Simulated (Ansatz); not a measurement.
GaAs (zinc blende), conventional cell a = 5.666 Å, b = 5.666 Å, c = 5.666 Å, α = 90.00°, β = 90.00°, γ = 90.00°. The calculation uses the primitive cell of 2 atoms, to which meshes and values per cell refer.

E(V) scan at fixed shape, V₀ the volume above. Symmetry pins the atoms to their sites.

The numbers are results of r2SCAN (plane waves to 500 eV, PAW, scalar-relativistic; Ansatz, an electronic-structure program), not measurements. k mesh 10×10×10 (Γ-centred), Fermi-Dirac smearing 0.05 eV. The energy includes the smearing's −TS. GaAs was relaxed with its symmetry unable to fall. The PAW data are Ansatz's earlier set. The zero of ΔE is the relaxed starting cell.

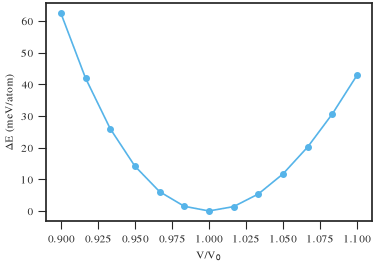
Figure. ΔE (meV/atom) against V/V₀; computed points joined by lines.

Problem. What is ΔE at V/V₀ = 0.900?

Solution. About 62 meV/atom.

Problem. What is ΔE at V/V₀ = 1.100?

Solution. About 43 meV/atom.

Problem. What bulk modulus B₀ follows from a third-order Birch-Murnaghan fit?

Solution. About 72 GPa.

(A scan under strain: stresses follow from slopes of the energy per volume, elastic moduli from its curvatures.)
